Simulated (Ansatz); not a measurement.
# One shape, several levels: triplet C3H12GaN

Aim: a comparison of 6 runs (UHF/3-21G, UHF/6-31G*, U-revPBE/6-31G*, UBLYP/6-31G*, UCAM-B3LYP/6-31G*, USVWN5/6-31G*) of triplet C3H12GaN. 

Program for the calculation: Ansatz 0.2.0.

39 further runs of the same task are left out: 2 that didn't finish, 37 set aside as unsound or not needed.

## 1. The molecule

The species is C3H12GaN (17 atoms), meant as a triplet with charge 0. As SMILES of the parent species, `C[Ga-](C)(C)[NH3+]`. The shape is that of a PBE0-D4/def2-TZVP optimisation. That shape belongs to the parent species and isn't relaxed for this state.

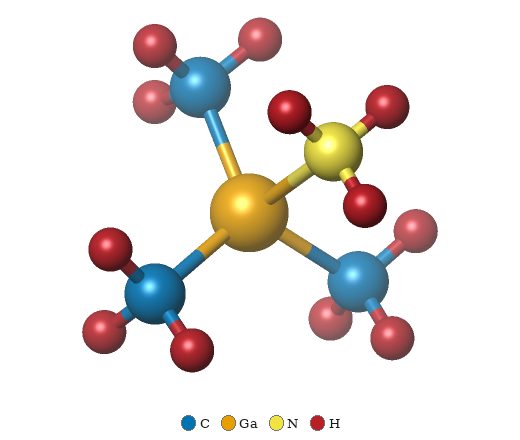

The structure, seen from a chosen angle (carbon blue, gallium amber, nitrogen yellow, hydrogen red).

## 2. The energy at UHF/3-21G (run 1)

job.yaml

```yaml
crystal:
  periodic: [false, false, false]
  atoms:
    - {symbol: C, position_ang: [-0.724690, 0.767350, -1.780960]}
    - {symbol: Ga, position_ang: [0.155500, -0.156590, -0.247090]}
    - {symbol: C, position_ang: [2.027140, 0.365110, 0.206730]}
    - {symbol: C, position_ang: [-0.422310, -2.018890, 0.176160]}
    - {symbol: N, position_ang: [-0.870130, 0.876400, 1.382070]}
    - {symbol: H, position_ang: [-0.337770, 0.382760, -2.729300]}
    - {symbol: H, position_ang: [-0.538820, 1.845740, -1.776900]}
    - {symbol: H, position_ang: [-1.807520, 0.609810, -1.793330]}
    - {symbol: H, position_ang: [2.328700, 0.007070, 1.195860]}
    - {symbol: H, position_ang: [2.727720, -0.067300, -0.513810]}
    - {symbol: H, position_ang: [2.173270, 1.449260, 0.179340]}
    - {symbol: H, position_ang: [-0.082930, -2.343380, 1.164610]}
    - {symbol: H, position_ang: [-0.002060, -2.721570, -0.549520]}
    - {symbol: H, position_ang: [-1.509750, -2.134500, 0.136040]}
    - {symbol: H, position_ang: [-0.554260, 0.531670, 2.281190]}
    - {symbol: H, position_ang: [-1.871800, 0.734050, 1.323650]}
    - {symbol: H, position_ang: [-0.690280, 1.873060, 1.345280]}
basis:
  gaussian:
    orbitals: 3-21G-spherical.json
magnetization:
  spin_polarized: true
  initial_magnetization: 2
hamiltonian:
  xc: hf
accuracy: high
output:
  orbitals: {seedname: orbitals}
```

The basis set 3-21G is read from a file made from the Basis Set Exchange's data (not shown).

On the command line:

```bash
$ ansatz run job.yaml --threads 1 --pin off --max-ram 3480MiB --events-out events.jsonl --progress --plain --runs-dir runs
```

Standard output:

```text
Warning: RAYON_NUM_THREADS=1 ignored (pool sized by the plan → 1); use --threads N
Functional definition: HF
  name "HF"
  exchange = exact_x
  correlation = 0
1930 factors; integrals over basis functions are off by at most 7.9e-9 eV
mean field evaluation 1: about -56804.9335 eV, gradient 2.5e1 eV
mean field evaluation 2: about -56805.2997 eV, gradient 2.5e1 eV
mean field evaluation 4: about -56808.8262 eV, gradient 2.5e0 eV
mean field evaluation 8: about -56809.1976 eV, gradient 8.7e-1 eV
mean field evaluation 16: about -56809.5173 eV, gradient 3.3e-2 eV
mean field evaluation 32: about -56805.8171 eV, gradient 1.5e1 eV
mean field evaluation 64: about -56809.4837 eV, gradient 4.1e-1 eV
mean field evaluation 96: about -56809.4538 eV, gradient 8.1e-1 eV
mean field evaluation 128: about -56809.3658 eV, gradient 2.0e-1 eV
mean field evaluation 160: about -56809.5175 eV, gradient 4.0e-4 eV
mean field evaluation 192: about -56809.1580 eV, gradient 5.0e-1 eV
mean field evaluation 224: about -56809.2292 eV, gradient 8.3e-1 eV
mean field evaluation 256: about -56809.4164 eV, gradient 6.6e-1 eV
mean field evaluation 288: about -56808.9712 eV, gradient 1.2e0 eV
mean field evaluation 320: about -56809.0201 eV, gradient 8.7e-1 eV
mean field evaluation 352: about -56809.3666 eV, gradient 4.0e-1 eV
mean field evaluation 384: about -56809.3831 eV, gradient 2.9e-1 eV
mean field evaluation 416: about -56808.9970 eV, gradient 8.1e-1 eV
mean field evaluation 448: about -56809.3507 eV, gradient 1.2e0 eV
mean field evaluation 480: about -56809.5174 eV, gradient 1.9e-5 eV
mean field -56809.51752061 eV, -2087.7112620083 hartree, gradient 4.7e-8 eV, S^2 2.011356; 4 other end points of the search recorded, 0 dependent functions left out
reference -56809.51752061 eV, -2087.7112620083 hartree; 35, 33 occupied and 47, 49 virtual orbitals, 1930 factors
Total energy: -56809.51752061 eV, -2087.7112620083 hartree
```

Run time: 39 s. Hardware: 1 thread of Arm Neoverse V1, shared host; peak memory 0.52 GiB.

## 3. The energy at UHF/6-31G(d) (spherical functions) (run 2)

in.yaml

```yaml
basis:
  gaussian: {orbitals: 6-31G_st_-spherical.json}
crystal:
  periodic: [false, false, false]
  atoms:
    - {symbol: C, position_ang: [-0.724690, 0.767350, -1.780960]}
    - {symbol: Ga, position_ang: [0.155500, -0.156590, -0.247090]}
    - {symbol: C, position_ang: [2.027140, 0.365110, 0.206730]}
    - {symbol: C, position_ang: [-0.422310, -2.018890, 0.176160]}
    - {symbol: "N", position_ang: [-0.870130, 0.876400, 1.382070]}
    - {symbol: H, position_ang: [-0.337770, 0.382760, -2.729300]}
    - {symbol: H, position_ang: [-0.538820, 1.845740, -1.776900]}
    - {symbol: H, position_ang: [-1.807520, 0.609810, -1.793330]}
    - {symbol: H, position_ang: [2.328700, 0.007070, 1.195860]}
    - {symbol: H, position_ang: [2.727720, -0.067300, -0.513810]}
    - {symbol: H, position_ang: [2.173270, 1.449260, 0.179340]}
    - {symbol: H, position_ang: [-0.082930, -2.343380, 1.164610]}
    - {symbol: H, position_ang: [-0.002060, -2.721570, -0.549520]}
    - {symbol: H, position_ang: [-1.509750, -2.134500, 0.136040]}
    - {symbol: H, position_ang: [-0.554260, 0.531670, 2.281190]}
    - {symbol: H, position_ang: [-1.871800, 0.734050, 1.323650]}
    - {symbol: H, position_ang: [-0.690280, 1.873060, 1.345280]}
hamiltonian: {xc: hf}
total_charge: 0
output: {orbitals: {seedname: orbitals}}
magnetization: {spin_polarized: true, initial_magnetization: 2}
accuracy: high
```

The basis set 6-31G* is read from a file made from the Basis Set Exchange's data (not shown).

On the command line:

```bash
$ ansatz run in.yaml --threads 1 --pin off --max-ram 3480MiB --events-out events.jsonl --progress --plain --runs-dir runs
```

Standard output:

```text
Warning: RAYON_NUM_THREADS=1 ignored (pool sized by the plan → 1); use --threads N
[... 4 set-up lines as earlier in the session ...]
2790 factors; integrals over basis functions are off by at most 7.7e-9 eV
mean field evaluation 1: about -57078.0355 eV, gradient 2.7e1 eV
mean field evaluation 2: about -57078.1471 eV, gradient 2.7e1 eV
mean field evaluation 4: about -57082.4710 eV, gradient 3.2e0 eV
mean field evaluation 8: about -57082.7423 eV, gradient 6.4e-1 eV
mean field evaluation 16: about -57082.9194 eV, gradient 3.1e-1 eV
mean field evaluation 32: about -57082.1747 eV, gradient 7.5e0 eV
mean field evaluation 64: about -57082.9176 eV, gradient 1.2e-1 eV
mean field evaluation 96: about -57082.8860 eV, gradient 5.9e-2 eV
mean field evaluation 128: about -57082.6743 eV, gradient 1.2e0 eV
mean field evaluation 160: about -57081.6932 eV, gradient 5.4e0 eV
mean field evaluation 192: about -57082.7960 eV, gradient 5.3e-1 eV
mean field evaluation 224: about -57081.1611 eV, gradient 5.9e0 eV
mean field evaluation 256: about -57082.7670 eV, gradient 1.3e0 eV
mean field evaluation 288: about -57082.6332 eV, gradient 4.3e-1 eV
mean field evaluation 320: about -57075.5409 eV, gradient 2.7e1 eV
mean field evaluation 352: about -57082.8737 eV, gradient 5.2e-1 eV
mean field evaluation 384: about -57082.9234 eV, gradient 3.8e-4 eV
mean field evaluation 416: about -57081.0231 eV, gradient 1.0e1 eV
mean field evaluation 448: about -57080.7616 eV, gradient 1.1e1 eV
mean field evaluation 480: about -57082.9234 eV, gradient 1.6e-2 eV
mean field evaluation 512: about -57082.9234 eV, gradient 1.7e-6 eV
mean field -57082.92343063 eV, -2097.7587438806 hartree, gradient 6.3e-8 eV, S^2 2.014091; 3 other end points of the search recorded, 0 dependent functions left out
reference -57082.92343063 eV, -2097.7587438806 hartree; 35, 33 occupied and 77, 79 virtual orbitals, 2790 factors
Total energy: -57082.92343063 eV, -2097.7587438806 hartree
```

Run time: 1.9 min. Hardware: 1 thread of Arm Neoverse V1, shared host; peak memory 0.7 GiB.

Run 3 isn't shown in full; the table further down has it.

## 4. A single-point energy at UBLYP/6-31G(d) (spherical functions) (run 4)

run.yaml

```yaml
crystal:
  periodic: [false, false, false]
  atoms:
    - {symbol: C, position_ang: [-0.724690, 0.767350, -1.780960]}
    - {symbol: Ga, position_ang: [0.155500, -0.156590, -0.247090]}
    - {symbol: C, position_ang: [2.027140, 0.365110, 0.206730]}
    - {symbol: C, position_ang: [-0.422310, -2.018890, 0.176160]}
    - {symbol: "N", position_ang: [-0.870130, 0.876400, 1.382070]}
    - {symbol: H, position_ang: [-0.337770, 0.382760, -2.729300]}
    - {symbol: H, position_ang: [-0.538820, 1.845740, -1.776900]}
    - {symbol: H, position_ang: [-1.807520, 0.609810, -1.793330]}
    - {symbol: H, position_ang: [2.328700, 0.007070, 1.195860]}
    - {symbol: H, position_ang: [2.727720, -0.067300, -0.513810]}
    - {symbol: H, position_ang: [2.173270, 1.449260, 0.179340]}
    - {symbol: H, position_ang: [-0.082930, -2.343380, 1.164610]}
    - {symbol: H, position_ang: [-0.002060, -2.721570, -0.549520]}
    - {symbol: H, position_ang: [-1.509750, -2.134500, 0.136040]}
    - {symbol: H, position_ang: [-0.554260, 0.531670, 2.281190]}
    - {symbol: H, position_ang: [-1.871800, 0.734050, 1.323650]}
    - {symbol: H, position_ang: [-0.690280, 1.873060, 1.345280]}
basis:
  gaussian:
    orbitals: 6-31G_st_-spherical.json
output:
  orbitals: {seedname: orbitals}
hamiltonian:
  xc: {name: BLYP}
magnetization:
  spin_polarized: true
  initial_magnetization: 2
accuracy: high
```

The basis set 6-31G* is read from a file made from the Basis Set Exchange's data (not shown).

On the command line:

```bash
$ ansatz run run.yaml --threads 1 --pin off --max-ram 3480MiB --events-out events.jsonl --progress --plain --runs-dir runs
```

Standard output:

```text
Warning: RAYON_NUM_THREADS=1 ignored (pool sized by the plan → 1); use --threads N
Functional definition: BLYP
  name "BLYP"
  parameter beta = 0.0042
  parameter a = 0.04918
  parameter b = 0.132
  parameter c = 0.2533
  parameter d = 0.349
  exchange = b88_x(beta = beta)
  correlation = lyp_c(a = a, b = b, c = c, d = d)
2790 factors; integrals over basis functions are off by at most 7.7e-9 eV
mean field evaluation 1: about -57136.2824 eV, gradient 7.3e1 eV
mean field evaluation 2: about -57099.3373 eV, gradient 1.1e2 eV
mean field evaluation 4: about -57154.8293 eV, gradient 2.8e1 eV
mean field evaluation 8: about -57159.3738 eV, gradient 1.1e1 eV
mean field evaluation 16: about -57160.6868 eV, gradient 2.8e-1 eV
mean field evaluation 32: about -57159.4111 eV, gradient 4.4e0 eV
mean field evaluation 64: about -57160.6942 eV, gradient 2.1e-6 eV
mean field evaluation 96: about -57160.5340 eV, gradient 4.2e-1 eV
mean field evaluation 128: about -57160.6235 eV, gradient 7.1e-4 eV
mean field evaluation 160: about -57160.4427 eV, gradient 1.8e0 eV
mean field -57160.69422670 eV, -2100.6167679211 hartree, gradient 7.1e-8 eV, S^2 2.002731; 12 other end points of the search recorded, 0 dependent functions left out
reference -57160.69430268 eV, -2100.6167707132 hartree; 35, 33 occupied and 77, 79 virtual orbitals, 2790 factors
Total energy: -57160.69430268 eV, -2100.6167707132 hartree
```

Run time: 3.7 min. Hardware: 1 thread of Arm Neoverse V1, shared host; peak memory 0.54 GiB.

Run 5 isn't shown in full; the table further down has it.

## 5. The energy at USVWN5/6-31G(d) (spherical functions) (run 6)

in.yaml, as its differences from that of step 3:

```diff
@@ -1,3 +1 @@
-basis:
-  gaussian: {orbitals: 6-31G_st_-spherical.json}
 crystal:
@@ -22,6 +20,12 @@
     - {symbol: H, position_ang: [-0.690280, 1.873060, 1.345280]}
-hamiltonian: {xc: hf}
+basis:
+  gaussian:
+    orbitals: 6-31G_st_-spherical.json
 total_charge: 0
+magnetization:
+  spin_polarized: true
+  initial_magnetization: 2
+hamiltonian:
+  xc: {name: SVWN5}
+accuracy: high
 output: {orbitals: {seedname: orbitals}}
-magnetization: {spin_polarized: true, initial_magnetization: 2}
-accuracy: high
```

The basis set 6-31G* is read from a file made from the Basis Set Exchange's data (not shown).

On the command line:

```bash
$ ansatz run in.yaml --threads 1 --pin off --max-ram 3480MiB --events-out events.jsonl --progress --plain --runs-dir runs
```

Standard output:

```text
Warning: RAYON_NUM_THREADS=1 ignored (pool sized by the plan → 1); use --threads N
Functional definition: SVWN5
  name "SVWN5"
  exchange = slater_x
  correlation = vwn5_c
2790 factors; integrals over basis functions are off by at most 7.7e-9 eV
mean field evaluation 1: about -57011.1945 eV, gradient 7.3e1 eV
mean field evaluation 2: about -56975.5458 eV, gradient 1.1e2 eV
mean field evaluation 4: about -57029.5313 eV, gradient 2.8e1 eV
mean field evaluation 8: about -57033.4769 eV, gradient 1.4e1 eV
mean field evaluation 16: about -57035.2485 eV, gradient 2.1e0 eV
mean field evaluation 32: about -57033.9896 eV, gradient 4.6e0 eV
mean field evaluation 64: about -57035.2829 eV, gradient 5.5e-3 eV
mean field evaluation 96: about -57035.2277 eV, gradient 3.6e-1 eV
mean field evaluation 128: about -57035.2255 eV, gradient 2.5e0 eV
mean field -57035.28291118 eV, -2096.0079870826 hartree, gradient 5.9e-8 eV, S^2 2.001631; 8 other end points of the search recorded, 0 dependent functions left out
reference -57035.28291699 eV, -2096.0079872960 hartree; 35, 33 occupied and 77, 79 virtual orbitals, 2790 factors
Total energy: -57035.28291699 eV, -2096.0079872960 hartree
```

Run time: 62 s. Hardware: 1 thread of Arm Neoverse V1, shared host; peak memory 0.49 GiB.

## 6. All runs side by side

```csv
run,level,energy (Eh),HOMO energy (eV),⟨S²⟩,wall time
1,UHF/3-21G,-2087.711262,-1.14,2.011,39 s
2,UHF/6-31G* (spherical functions),-2097.758744,-1.41,2.014,1.9 min
3,U-revPBE/6-31G* (spherical functions),-2100.463670,-0.05,2.003,3.2 min
4,UBLYP/6-31G* (spherical functions),-2100.616771,-0.03,2.003,3.7 min
5,UCAM-B3LYP/6-31G* (spherical functions),-2100.652958,-1.23,2.009,5.3 min
6,USVWN5/6-31G* (spherical functions),-2096.007987,-0.30,2.002,62 s
```

## 7. Summary of results

| quantity | value |
| --- | --- |
| run 6: total energy | -2096.00799 Eh |
| run 6: HOMO energy (highest over α and β) | -0.30 eV |
| run 6: ⟨S²⟩ | 2.002 |

In words: Totals of different functionals can't be ranked against each other. All runs together took 16 min, the longest 5.3 min.
